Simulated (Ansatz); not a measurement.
## Run report: C$_{2}$H$_{4}$F$_{2}$Si$_{2}$, molecular dynamics

C$_{2}$H$_{4}$F$_{2}$Si$_{2}$, set up with RKS r2SCAN, rpa/def2-SVP (Ansatz 0.2.0).

The geometry comes from this level: PBE0-D4/def2-TZVP.

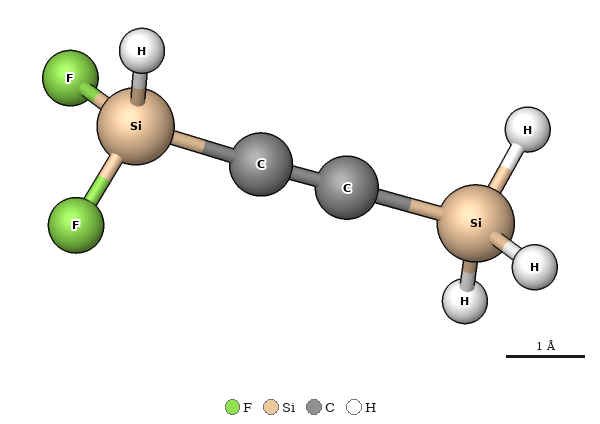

The input geometry (ball-and-stick view, seen at a tilt).

Outcome:

```tsv
quantity	value
outcome	refused by the program
hardware	4 threads of Arm Neoverse V2, 23 GiB of memory available, shared host
```

The program refused the input: “forces are implemented only for Hartree–Fock and Kohn–Sham states of molecules, for MP2, coupled cluster and FCI on these and for active spaces without a correction or with SC-NEVPT2: ask for no forces”

Input file:
```yaml
crystal:
  periodic: [false, false, false]
  atoms:
    - {symbol: F, position_ang: [-0.089768, -3.229854, -0.654938]}
    - {symbol: Si, position_ang: [0.801197, -1.997082, -1.089889]}
    - {symbol: F, position_ang: [0.660275, -1.835322, -2.657274]}
    - {symbol: C, position_ang: [0.181073, -0.502405, -0.281234]}
    - {symbol: C, position_ang: [-0.188256, 0.506490, 0.282921]}
    - {symbol: Si, position_ang: [-0.761231, 2.027768, 1.127642]}
    - {symbol: H, position_ang: [2.204945, -2.283681, -0.763672]}
    - {symbol: H, position_ang: [-2.168372, 2.284724, 0.741022]}
    - {symbol: H, position_ang: [-0.659389, 1.822260, 2.591770]}
    - {symbol: H, position_ang: [0.102528, 3.156005, 0.706551]}
basis:
  gaussian: {orbitals: def2-SVP}
hamiltonian: {xc: {name: r2SCAN}}
correlation: {method: rpa}
md: {timestep: 1 fs, n_steps: 50, ensemble: nvt_langevin, temperature: 1000, initial_velocities: maxwell_boltzmann, friction: 0.01, seed: 830}
```

Run as:
```bash
ansatz run in.yaml --threads 4 --pin off --events-out ev --progress --plain --max-ram 10444MiB
```

Log:
```
Error: forces are implemented only for Hartree–Fock and Kohn–Sham states of molecules, for MP2, coupled cluster and FCI on these and for active spaces without a correction or with SC-NEVPT2: ask for no forces
```
